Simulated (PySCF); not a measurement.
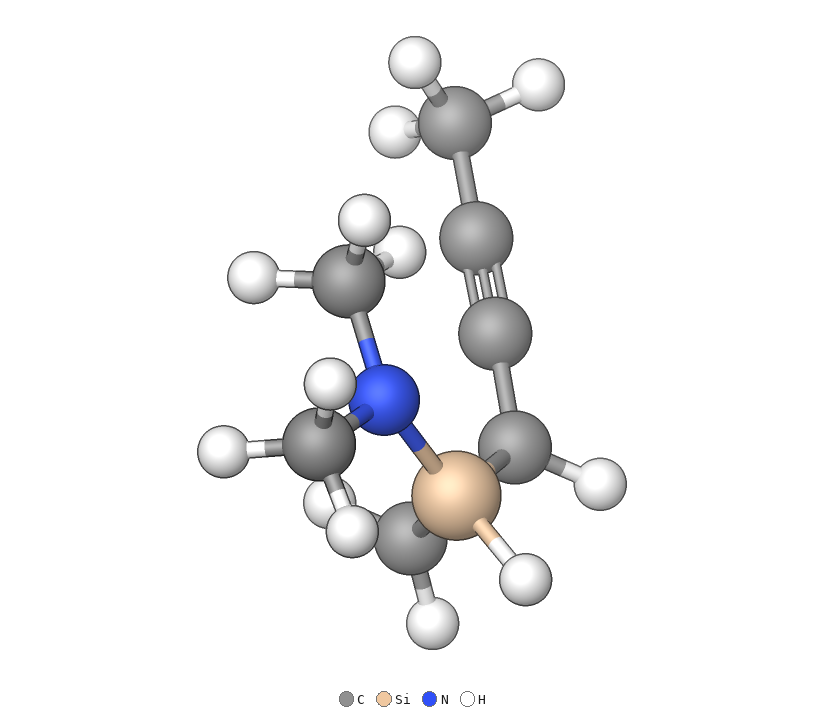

The computed structure is the end point of a GFN2-xTB optimisation. No frequency run is at hand to confirm it as a minimum. Level of theory: PBE0/pcSseg-1, gas phase (PySCF 2.14.0).

Estimate the LUMO energy (Kohn–Sham orbital).

0.75 eV.

What is the HOMO energy (Kohn–Sham orbital)?

−5.84 eV.

Estimate the dipole moment.

1.45 D.

The geometry is semi-empirical. Around Si such bond lengths and angles can be off by a tenth of an ångström or more and by several degrees, and values that hang on the shape move with them.
